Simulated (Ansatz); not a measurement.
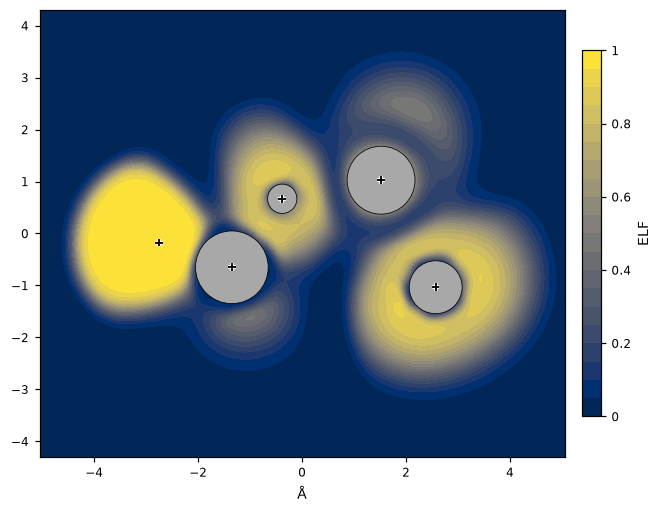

The ELF on a plane through atoms (crosses mark nuclei in the plane; grey discs cover the cores).

The calculation used Ansatz 0.2.0, RKS PBE0-D4/def2-TZVPP.

Candidates:
A. CH₄B₂
B. ClH₅OSiSn (SMILES [SiH3][O][SnH2][Cl])
C. C₂H₉B₂N (SMILES BN(B)CC)

**Which system is this?**

Candidate B: ClH₅OSiSn on the plane of atoms O2, Si1 and H6, which holds Si, O, Sn, Cl and H. Si–O (1.64 Å): the ELF peaks at about 0.85 between the atoms (a shared but strongly polarised pair). Sn–O (1.94 Å): the ELF peaks at about 0.80 in the valence shell of O, 0.6 Å from its nucleus, and drops to about 0.15 between the two atoms.
